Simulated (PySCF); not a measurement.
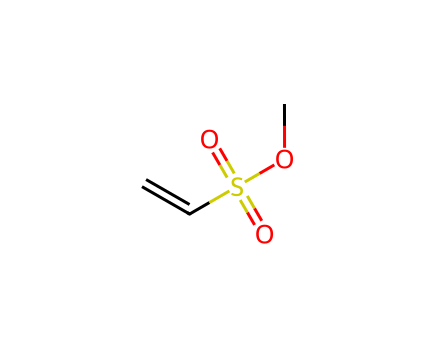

**Give its SMILES.**

C=CS(=O)(=O)OC

**Give the formula, hydrogens included.**

C3H6O3S.

**An optimisation with PBE0-D3(BJ)/def2-TZVP gave a structure of which point group?**

C1. Other conformers may differ.

The parts below concern this one geometry. Atoms keep their numbers from picture to picture. Computed geometry: PBE0-D3(BJ)/def2-TZVP optimisation. No frequency run is at hand to confirm it as a minimum.

Charges

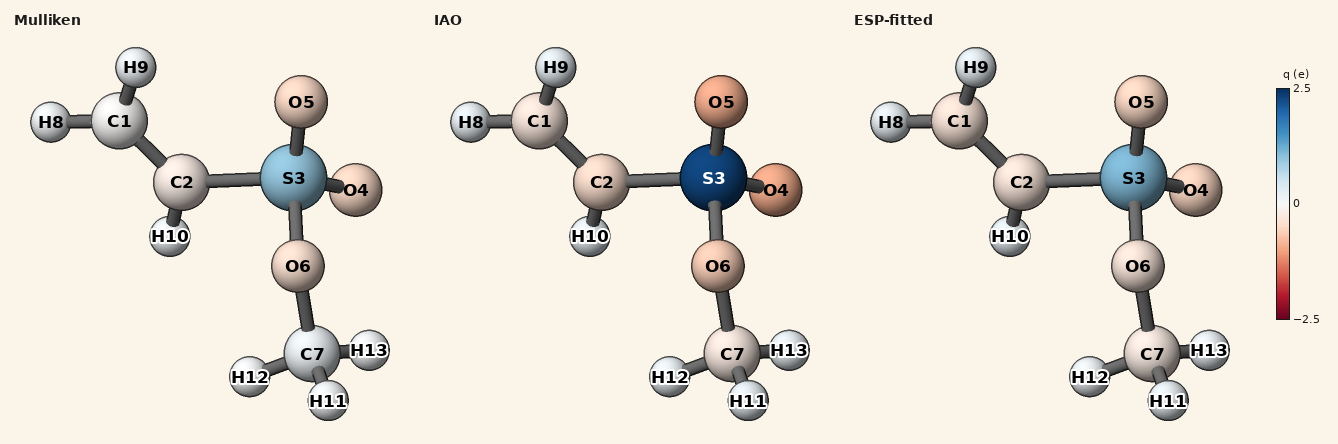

Atomic charges of one calculation by 3 schemes, on one colour scale. No frequency run is at hand to confirm it as a minimum. Level of theory: PBE0/pcSseg-2 (PySCF 2.14.0).

**Which scheme gives the most polar picture (largest mean size of the charges)?**

The IAO charges are the largest in size here, and the Mulliken charges the smallest.

**On which atom do the schemes disagree most?**

On S3 (from 0.97 to 2.27 e).

List the charges (e), one line for each set of equivalent atoms.

```
atom  Mulliken    IAO  ESP-fitted
  C1     −0.02  −0.25       −0.30
  C2     −0.19  −0.42       −0.28
  S3      0.97   2.27        1.10
  O4     −0.47  −0.90       −0.51
  O5     −0.47  −0.89       −0.50
  O6     −0.37  −0.61       −0.29
  C7      0.12  −0.23       −0.21
  H8      0.07   0.17        0.19
  H9      0.10   0.19        0.20
 H10      0.10   0.18        0.20
 H11      0.06   0.18        0.16
 H12      0.03   0.14        0.10
 H13      0.08   0.17        0.14
```

Levels of theory compared

No frequency run is at hand to confirm it as a minimum. Program: PySCF 2.14.0.

Compare HOMO energy (eV), dipole (D) at these levels: B97-2/pcSseg-2; KT3/pcSseg-2; PBE0/pcSseg-2; WP04/pcSseg-2 in chloroform (IEF-PCM); ωB97X-D/pcSseg-2; ωB97X-D/pcSseg-2 in chloroform (IEF-PCM).

| level | HOMO energy (eV) | dipole (D) |
| --- | --- | --- |
| B97-2/pcSseg-2 | −8.48 | 4.54 |
| KT3/pcSseg-2 | −7.43 | 4.30 |
| PBE0/pcSseg-2 | −8.76 | 4.58 |
| WP04/pcSseg-2 in chloroform (IEF-PCM) | −9.70 | 5.61 |
| ωB97X-D/pcSseg-2 | −10.64 | 4.65 |
| ωB97X-D/pcSseg-2 in chloroform (IEF-PCM) | −10.51 | 5.59 |

NMR shielding

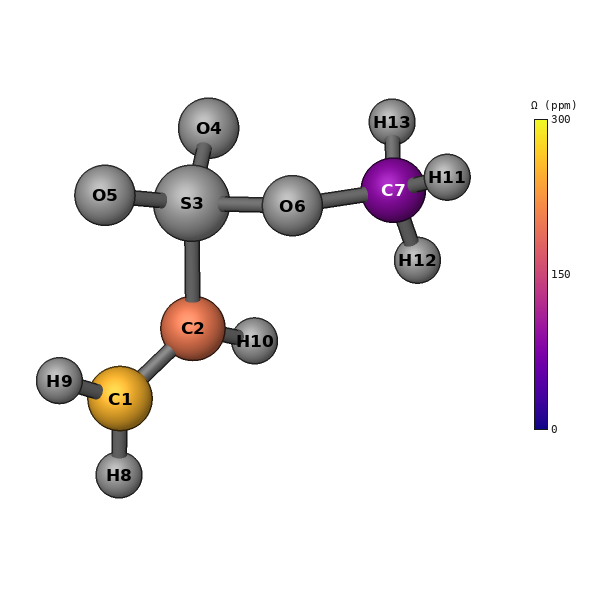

The C atoms are coloured by the span of their shielding tensor. No frequency run is at hand to confirm it as a minimum. Level of theory: GIAO PBE0/pcSseg-2 NMR shielding, non-relativistic, gas phase (PySCF 2.14.0). Principal shieldings σ11 ≤ σ22 ≤ σ33, span Ω = σ33 − σ11, skew κ = 3(σiso − σ22)/Ω.

**Which C atom has the most anisotropic shielding?**

C1, with a span of 253 ppm.

Give the shielding tensors of the C atoms.

| atom | σ11 | σ22 | σ33 | σiso | Ω | κ |
| --- | --- | --- | --- | --- | --- | --- |
| C1 | −78.9 | 39.8 | 173.6 | 44.8 | 252.5 | 0.06 |
| C2 | −69.0 | 65.2 | 132.4 | 42.9 | 201.4 | −0.33 |
| C7 | 98.7 | 102.3 | 184.3 | 128.4 | 85.6 | 0.92 |

Shieldings and span in ppm.

Mulliken values depend strongly on the basis set and can even reverse the polarity of a bond.
